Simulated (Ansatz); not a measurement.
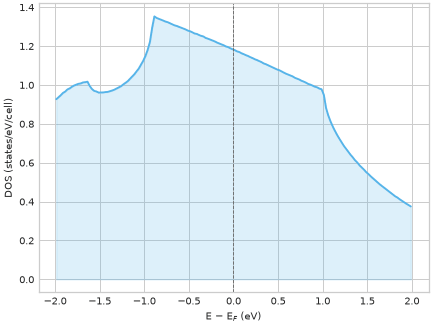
*Density of states of PtAl2 (Fm-3m) near the Fermi level, PBEsol, rigid bands (Ansatz, an electronic-structure program).*

With 3 atoms a cell, what bare Sommerfeld coefficient γ = (π²/3) k_B² N(E_F) follows?

N(E_F) ≈ 1.18 states/eV a cell at 300 K, so γ ≈ 0.93 mJ/(mol of atoms·K²), before many-body enhancement (phonons, spin fluctuations, correlation).

How far does the Fermi level move in a rigid band for 0.1 electron a cell added or removed?

85 meV and -84 meV.

A metal at this level (no band gap); rigid bands, thermally averaged at 300 K, both spins. Spin-orbit coupling is left out, which matters with elements this heavy. Geometry: cell and atoms relaxed with PBEsol.
